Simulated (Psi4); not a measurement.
**triplet [SiNH2F2]− at 3 levels**

Aim: a comparison of 3 runs (UB3LYP/6-31G*, UHSE06/6-311+G**, UTPSSh/6-311+G**) of triplet [SiNH2F2]−. 

The results are computed with Psi4 1.11.

### 1 The structure to begin with

[SiNH2F2]− has 6 atoms, charge -1, and is taken as a triplet. As SMILES of the parent species, `N[Si-](F)F`. The shape is that of a GFN2-xTB optimisation. This is one conformer, not always the lowest. That shape belongs to the parent species and isn't relaxed for this state.

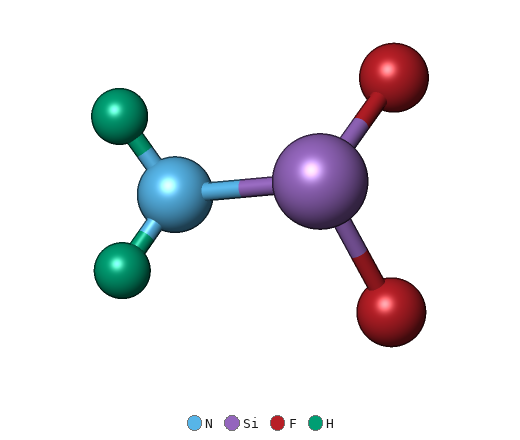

Viewed from a chosen angle; nitrogen blue, silicon purple, fluorine red, hydrogen teal.

### 2 The energy at UB3LYP/6-31G(d) (spherical functions) (run 1)

The input, job.json:

```json
{
 "schema_name": "qcschema_input",
 "schema_version": 1,
 "molecule": {
  "schema_name": "qcschema_molecule",
  "schema_version": 2,
  "symbols": ["N", "Si", "F", "F", "H", "H"],
  "geometry": [-0.50363091, 1.5483471, 0.14788997, 1.21819305, -1.29548285, -0.64428322, 1.12640905, -2.56367805, 2.31544363, -1.33573401, -2.95496474, -1.69631266, 0.50518048, 2.71665138, 1.28123431, -1.01041766, 2.54914606, -1.40397202],
  "molecular_charge": -1,
  "molecular_multiplicity": 3,
  "fix_symmetry": "c1"
 },
 "driver": "energy",
 "model": {
  "method": "b3lyp",
  "basis": "6-31G*"
 },
 "keywords": {
  "reference": "uks",
  "puream": true,
  "e_convergence": 1e-09,
  "d_convergence": 1e-08,
  "scf_type": "pk",
  "dft_radial_points": 99,
  "dft_spherical_points": 590,
  "maxiter": 200,
  "scf_properties": ["MULLIKEN_CHARGES", "QUADRUPOLE", "WIBERG_LOWDIN_INDICES"]
 }
}
```

Launch:

```console
$ psi4 --qcschema job.json -n 1 --memory 1600MB
```

stdout:

```text
[...]
  Running in c1 symmetry.
[...]
  Nuclear repulsion =  169.429560760765895
[...]
  Multiplicity = 3
[...]
  Nalpha       = 22
  Nbeta        = 20
[...]
    Number of basis functions: 64
[...]
   @UKS iter   1:  -544.74849953447836   -3.05238e-01   1.44179e-02 ADIIS/DIIS
[...]
   @UKS iter  17:  -545.10615755160711   -6.82121e-13   2.34347e-09 DIIS
[...]
   @S^2 Observed:                2.002063858E+00
[...]
  @UKS Final Energy:  -545.10615755160711
   => Energetics <=
    Nuclear Repulsion Energy =            169.4295607607658951
    One-Electron Energy =               -1103.6114615570063506
    Two-Electron Energy =                 429.3360092325538631
    DFT Exchange-Correlation Energy =     -40.2602659879205333
    Empirical Dispersion Energy =           0.0000000000000000
    VV10 Nonlocal Energy =                  0.0000000000000000
    Total Energy =                       -545.1061575516071116
[...]
 Multipole Moments:
 ------------------------------------------------------------------------------------
     Multipole            Electronic (a.u.)      Nuclear  (a.u.)        Total (a.u.)
 ------------------------------------------------------------------------------------
 L = 1.  Multiply by 2.5417464519 to convert [e a0] to [Debye]
 Dipole X            :          0.0862509           -0.1323554           -0.0461044
 Dipole Y            :         -4.6008834            5.3551344            0.7542510
 Dipole Z            :          0.3898262           -0.3774215            0.0124047
 Magnitude           :                                                    0.7557606
 L = 2.  Multiply by 1.3450342976 to convert [e a0^2] to [Debye ang]
 Quadrupole XX       :        -76.0332181           48.2779645          -27.7552536
 Quadrupole XY       :          4.9632655           -5.1920510           -0.2287855
[...]
```

The result, in JSON:

```text
{
 "driver": "energy",
 "model": {
  "method": "b3lyp",
  "basis": "6-31G*"
 },
 "success": true,
 "return_result": -545.1061575516071,
 "properties": {
  "calcinfo_nbasis": 64,
  "calcinfo_nmo": 64,
  "calcinfo_nalpha": 22,
  "calcinfo_nbeta": 20,
  "calcinfo_natom": 6,
  "nuclear_repulsion_energy": 169.4295607607659,
  "return_energy": -545.1061575516071,
  "scf_one_electron_energy": -1103.6114615570064,
  "scf_two_electron_energy": 429.33600923255386,
  "scf_xc_energy": -40.26026598792053,
  "scf_dipole_moment": [-0.04610443814311416, 0.75425100710906, 0.01240467660220057],
  "scf_total_energy": -545.1061575516071,
  "scf_iterations": 17
 }
}
```

Run time: 12 s. Hardware: 1 thread of Intel Xeon 6975P-C (Granite Rapids), shared host; peak memory 0.77 GiB.

### 3 Energy and gradient at UHSE06/6-311+G(d,p) (run 2)

The input, job.in:

```
memory 1600 MB

molecule molecule1 {
  -1 3
  N     -0.50363091     1.54834710     0.14788997
  Si     1.21819305    -1.29548285    -0.64428322
  F      1.12640905    -2.56367805     2.31544363
  F     -1.33573401    -2.95496474    -1.69631266
  H      0.50518048     2.71665138     1.28123431
  H     -1.01041766     2.54914606    -1.40397202
  units bohr
  symmetry c1
}

set globals {
  reference            uks
  puream               true
  e_convergence        1e-09
  d_convergence        1e-08
  scf_type             pk
  dft_radial_points    99
  dft_spherical_points 590
  maxiter              200
}

result, w = gradient("hse06/6-311+G**", return_wfn=True)
oeprop(w, "WIBERG_LOWDIN_INDICES", "MAYER_INDICES", "DIPOLE")
```

Launch:

```console
$ psi4 -i job.in -o job.out -n 1
```

job.out:

```text
[...]
  Running in c1 symmetry.
[...]
  Nuclear repulsion =  169.429560760765895
[...]
  Multiplicity = 3
[...]
  Nalpha       = 22
  Nbeta        = 20
[...]
    Number of basis functions: 108
[...]
   @UKS iter   1:  -544.48276276215427   -2.82264e-01   9.75919e-03 DIIS/ADIIS
[...]
   @UKS iter  21:  -544.94033884621160   -3.06954e-12   3.12584e-09 DIIS
[...]
   @S^2 Observed:                2.005240310E+00
[...]
  @UKS Final Energy:  -544.94033884621160
   => Energetics <=
    Nuclear Repulsion Energy =            169.4295607607658951
    One-Electron Energy =               -1099.8986702155498278
    Two-Electron Energy =                 423.5322992956903363
    DFT Exchange-Correlation Energy =     -38.0035286871180134
    Empirical Dispersion Energy =           0.0000000000000000
    VV10 Nonlocal Energy =                  0.0000000000000000
    Total Energy =                       -544.9403388462116027
[...]
  -Total Gradient:
     Atom            X                  Y                   Z
    ------   -----------------  -----------------  -----------------
       1       -0.014987005403     0.022365936659     0.007723383940
       2        0.062669011883     0.004521202655    -0.037210302080
       3       -0.017564446425    -0.006670510326     0.017817087665
       4       -0.024718257687    -0.007446767407     0.008496337524
       5       -0.005031361643    -0.006914782809    -0.002404386263
       6       -0.000353805346    -0.005837269400     0.005562050080
[...]
```

Wall time 53 s (1 thread of Intel Xeon 6975P-C (Granite Rapids), shared host); peak memory 0.71 GiB.

### 4 Energy and gradient at UTPSSh/6-311+G(d,p) (run 3)

The input, f2h2nsi.dat:

```
memory 1600 MB

molecule geom {
  -1 3
  N
  Si 1 R2
  F 2 R3 1 A3
  F 2 R4 3 A4 1 D4
  H 1 R5 2 A5 3 D5
  H 1 R6 5 A6 2 D6

  R2 = 1.808485
  R3 = 1.704635
  A3 = 95.75481
  R4 = 1.705165
  A4 = 94.28056
  D4 = -96.50418
  R5 = 1.013358
  A5 = 112.29928
  D5 = 69.21773
  R6 = 1.013303
  A6 = 107.46967
  D6 = -124.06227
  units angstrom
  symmetry c1
}

set {
  reference            uks
  puream               true
  e_convergence        1e-09
  d_convergence        1e-08
  scf_type             pk
  dft_radial_points    99
  dft_spherical_points 590
  maxiter              200
}

E, wfn = gradient("tpssh/6-311+G**", return_wfn=True)
oeprop(wfn, "MULLIKEN_CHARGES", "WIBERG_LOWDIN_INDICES", "QUADRUPOLE")
```

Launch:

```console
$ psi4 -i f2h2nsi.dat -o f2h2nsi.out -n 1
```

f2h2nsi.out:

```text
[...]
  Running in c1 symmetry.
[...]
  Nuclear repulsion =  169.429552836235985
[...]
  Multiplicity = 3
[...]
  Nalpha       = 22
  Nbeta        = 20
[...]
    Number of basis functions: 108
[...]
   @UKS iter   1:  -544.78255025417457   -2.16474e-01   1.02467e-02 DIIS/ADIIS
[...]
   @UKS iter  21:  -545.28177679012720   -4.41105e-11   5.46010e-09 DIIS
[...]
   @S^2 Observed:                2.004715362E+00
[...]
  @UKS Final Energy:  -545.28177679012720
   => Energetics <=
    Nuclear Repulsion Energy =            169.4295528362359846
    One-Electron Energy =               -1099.8874023174716967
    Two-Electron Energy =                 430.0705799820252651
    DFT Exchange-Correlation Energy =     -44.8945072909167635
    Empirical Dispersion Energy =           0.0000000000000000
    VV10 Nonlocal Energy =                  0.0000000000000000
    Total Energy =                       -545.2817767901271964
[...]
  -Total Gradient:
     Atom            X                  Y                   Z
    ------   -----------------  -----------------  -----------------
       1       -0.001020515439     0.000316569025    -0.025814489573
       2       -0.043614759819     0.037035643882     0.031312109619
       3        0.013889621391    -0.016507777022    -0.006990834857
       4        0.019322697293    -0.012301121270    -0.008065086849
       5        0.010037428962     0.000541393542     0.005115143250
       6        0.001370493844    -0.009066781639     0.004461148046
[...]
```

Run time: 67 s. Hardware: 1 thread of Intel Xeon 6975P-C (Granite Rapids), shared host; peak memory 0.59 GiB.

### 5 The series

```
run                                level      task  energy (Eh)  HOMO energy (eV)   ⟨S²⟩  wall time
  1  UB3LYP/6-31G* (spherical functions)    energy  -545.106158              4.56  2.002       12 s
  2                     UHSE06/6-311+G**  gradient  -544.940339              2.17  2.005       53 s
  3                     UTPSSh/6-311+G**  gradient  -545.281777              2.17  2.005       67 s
```

### 6 Summary of results

```
                                 quantity          value
                      run 3: total energy  -545.28178 Eh
run 3: HOMO energy (highest over α and β)        2.17 eV
                              run 3: ⟨S²⟩          2.005
          run 3: largest force on an atom     3.354 eV/Å
```

In words: Totals of different functionals can't be ranked against each other. In runs 1, 2, 3 the HOMO lies above zero, so the outermost electron may be held by the basis alone. All runs together took 2.2 min, the longest 67 s.
